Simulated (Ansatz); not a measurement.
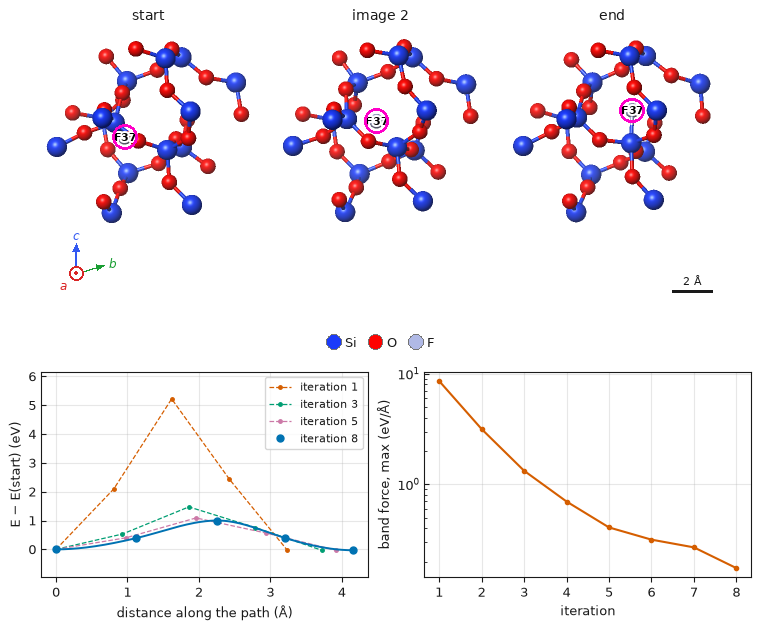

NEB run on SiO₂ with an interstitial F (37 atoms in the cell, charge -1). Images are numbered from 0 (start) to 4 (end). The plot follows the band through its iterations. A ball-and-stick model of the atoms within 5.0 Å of the middle of the path, seen along the a axis. The moving atom is ringed, with any periodic copies. Bonds to atoms that aren't drawn are left out.

All numbers below come from Ansatz, DFT r2SCAN, scalar-relativistic, plane waves, PAW. Settings: plane-wave cutoff 500 eV; k-point mesh 2 × 2 × 1; Gaussian smearing 0.02 eV; 3 movable images; climbing image; force threshold 0.2 eV/Å; iteration limit 25.

How did the profile develop, and is the result final?

The run met only a loose threshold, so the barrier can't be trusted yet. The band converged in 8 iterations. The largest component of the band force went from 8.6 to 0.17 eV/Å. The climbing image converged on the top of the path. Its curvatures weren't checked. The force threshold is so loose that the height of the top is at best an upper bound. The first iteration put the highest image at 5.22 eV. The highest point, image 2, lies 1.00 eV above the start and 1.03 eV above the end; the end is at −0.03 eV relative to the start.

Limits of the set-up: the periodic images lie only 7.3 Å apart, so the values are limited by the cell's size; the cell is charged, on a uniform background, and energies carry no finite-size correction.

The run took 11 min on 4 threads of Arm Neoverse V1, on a shared host, peak memory 4.1 GiB.

PAW datasets: the set soft_1.
